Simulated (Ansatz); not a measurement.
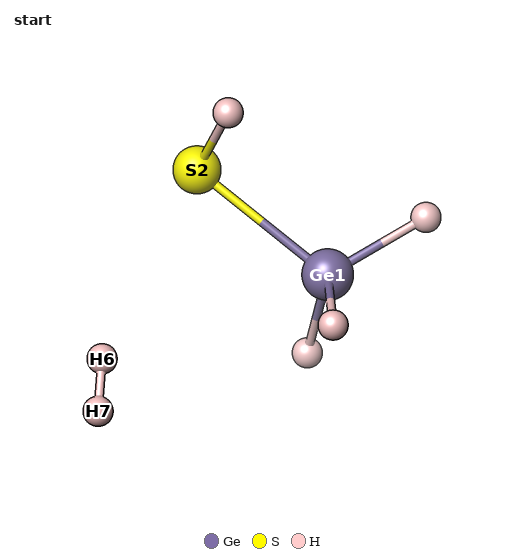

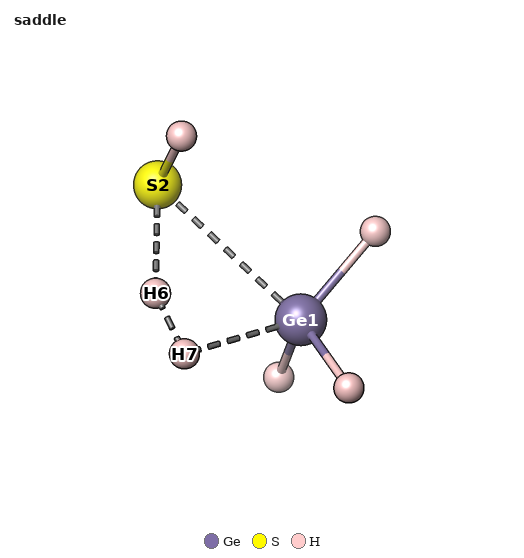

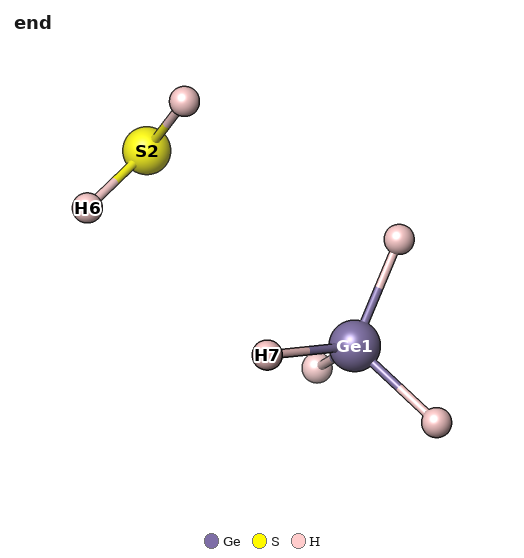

A saddle point and the two end points reached downhill from it. Broken sticks mark bonds that form or break. Charge 0, singlet. Geometries: PBE0-D4/def2-TZVP; all other levels are single points on them, and energies count from the start as drawn. Program: Ansatz 0.2.0. In CBS estimates cores are frozen, and CCSD(T) − MP2 is taken in the smaller basis.

**Which bonds form and which break from start to end?**

Formed: Ge1–H7, S2–H6; broken: Ge1–S2, H6–H7. At the saddle point Ge1···H7 is 1.83 Å, S2···H6 is 1.69 Å, Ge1···S2 is 2.65 Å, H6···H7 is 0.98 Å.

Give the electronic barrier and the reaction energy from start to end in kcal/mol (no zero-point energy) with CCSD(T)/CBS (MP2 limit from def2-TZVPP and def2-QZVPP plus CCSD(T) − MP2); ωB97X-V/def2-TZVPP; r2SCAN-D4/def2-TZVPP.

| level | barrier | reaction energy |
| --- | --- | --- |
| CCSD(T)/CBS (MP2 limit from def2-TZVPP and def2-QZVPP plus CCSD(T) − MP2) | 62.1 | +4.8 |
| ωB97X-V/def2-TZVPP | 62.0 | +4.0 |
| r2SCAN-D4/def2-TZVPP | 54.7 | +5.3 |
